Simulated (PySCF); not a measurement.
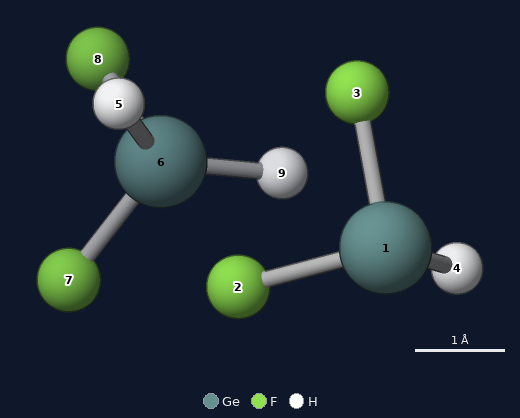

**Figure 1.** The input geometry (ball-and-stick view, seen at a tilt; atoms are numbered from 1 in the order of the input). Sticks mark near contacts.

Spin–spin coupling calculation of Ge₂H₃F₄ (charge −1)

The run: spin–spin coupling calculation of Ge₂H₃F₄, charge −1. Method and program: B3LYP/pcJ-1 Ge:pcSseg-1 indirect spin-spin coupling, non-relativistic, gas phase (PySCF 2.14.0).

The geometry comes from this level: PBE0-D3(BJ)/def2-SVP.

Output
```
coarse grid: 43448 points
cycle   1  E = -4554.7541155657  dE = -1.310e+00  |g| = 1.757e+00  |ddm| = 2.661e+00
cycle   2  E = -4554.0539357074  dE =  7.002e-01  |g| = 2.786e+00  |ddm| = 2.415e+00
cycle   3  E = -4555.0602521875  dE = -1.006e+00  |g| = 3.332e-01  |ddm| = 1.720e+00
cycle   4  E = -4555.0740299920  dE = -1.378e-02  |g| = 1.106e-01  |ddm| = 2.190e-01
cycle   5  E = -4555.0751358017  dE = -1.106e-03  |g| = 3.244e-02  |ddm| = 7.523e-02
cycle   6  E = -4555.0752779540  dE = -1.422e-04  |g| = 7.970e-03  |ddm| = 1.979e-02
cycle   7  E = -4555.0752865413  dE = -8.587e-06  |g| = 1.248e-03  |ddm| = 7.639e-03
final grid: 88608 points
cycle   8  E = -4555.0753047140  dE =  2.811e-08  |g| = 2.089e-03  |ddm| = 2.754e-03
cycle   9  E = -4555.0753033668  dE =  1.347e-06  |g| = 3.707e-03  |ddm| = 3.327e-03
cycle  10  E = -4555.0753053460  dE = -1.979e-06  |g| = 2.178e-04  |ddm| = 1.970e-03
cycle  11  E = -4555.0753053517  dE = -5.732e-09  |g| = 3.651e-05  |ddm| = 1.936e-04
cycle  12  E = -4555.0753053518  dE = -1.310e-10  |g| = 1.306e-05  |ddm| = 2.983e-05
```

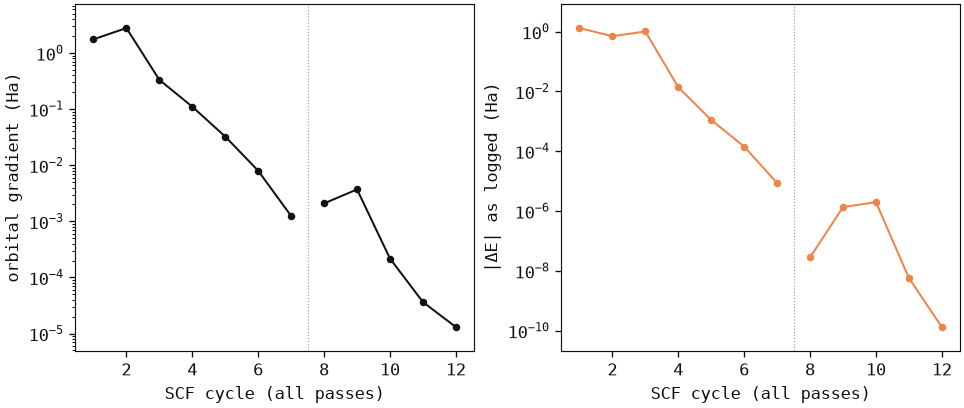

**Figure 2.** Convergence of the self-consistent field: orbital gradient and size of the energy change against the SCF cycle. The dotted line marks the change from a coarse to the final integration grid. The first 7 cycles use a coarse grid, the final grid takes over at cycle 8, and the field converges after 12 cycles in all.

```
converged SCF energy = -4555.0753053518

Indirect spin-spin couplings (Hz)
  i      j    bonds     total        FC       PSO       DSO        SD
  1 F    2 F    2    131.612   -11.602    73.512     0.644    69.057
  1 F    3 H    2     22.087    22.247    -0.266     0.446    -0.339
  1 F    4 H   99     70.938    71.378    -2.543     2.122    -0.019
  1 F    6 F   99     -5.147    -2.654   -17.654     1.442    13.719
  1 F    7 F   99     55.867    58.615    -1.888    -3.281     2.421
  1 F    8 H   99     73.857    74.280    -2.711     2.222     0.066
  2 F    3 H    2     27.466    29.129    -0.640    -0.351    -0.672
  2 F    4 H   99     10.720     9.637    -1.643     2.613     0.113
  2 F    6 F   99      6.709    10.164    -1.032    -1.735    -0.688
  2 F    7 F   99      2.386     3.365     1.554    -0.618    -1.915
  2 F    8 H   99      9.704     8.348    -1.129     2.358     0.127
  3 H    4 H   99     -0.692     0.242     0.590    -1.524     0.001
  3 H    6 F   99      0.484     0.822     0.393    -0.653    -0.078
  3 H    7 F   99      0.378     1.000     0.306    -1.038     0.110
  3 H    8 H   99      1.718    -0.657    -1.476     3.864    -0.014
  4 H    6 F    2     41.933    46.362    -0.633    -2.797    -0.999
  4 H    7 F    2     81.587    85.945    -2.540    -1.084    -0.734
  4 H    8 H    2     48.848    54.584     1.519    -7.302     0.047
  6 F    7 F    2    -13.621   -28.294   -29.979    -0.692    45.344
  6 F    8 H    2     39.419    43.921    -0.603    -2.886    -1.014
  7 F    8 H    2     83.191    87.544    -2.554    -1.055    -0.743
```

The run was set up as follows.

The input
```
{"job": {"kind": "j", "xc": "B3LYP", "basis": "pcJ-1"}, "charge": -1, "multiplicity": 1}
Ge     1.234857     1.979721    -0.777911
F      0.490350     1.089628     0.731127
F     -0.009119     1.200217    -1.849728
H      2.354742     0.816775    -1.005082
H     -1.765990     0.273732     0.088087
Ge    -0.659006    -0.728977     0.386998
F     -0.482659    -0.951600     2.116717
F     -1.593441    -2.226486     0.100323
H      0.610896    -1.115801    -0.362532
```

The first line tells a small driver script what to run in PySCF; the rest is the geometry in Å.

Command:
```bash
OMP_NUM_THREADS=1 python <driver script> task.json out
```

Results in brief

```json
{"quantity": "outcome", "value": "converged"}
{"quantity": "total energy", "value": "−4555.075305 hartree"}
{"quantity": "HOMO", "value": "−1.72 eV"}
{"quantity": "LUMO", "value": "3.92 eV"}
{"quantity": "hardware", "value": "1 CPU thread, shared host"}
{"quantity": "wall time", "value": "91 s"}
{"quantity": "peak memory", "value": "0.99 GiB"}
```

Notes

Spin–orbit coupling is left out, which matters for the heavy atoms.
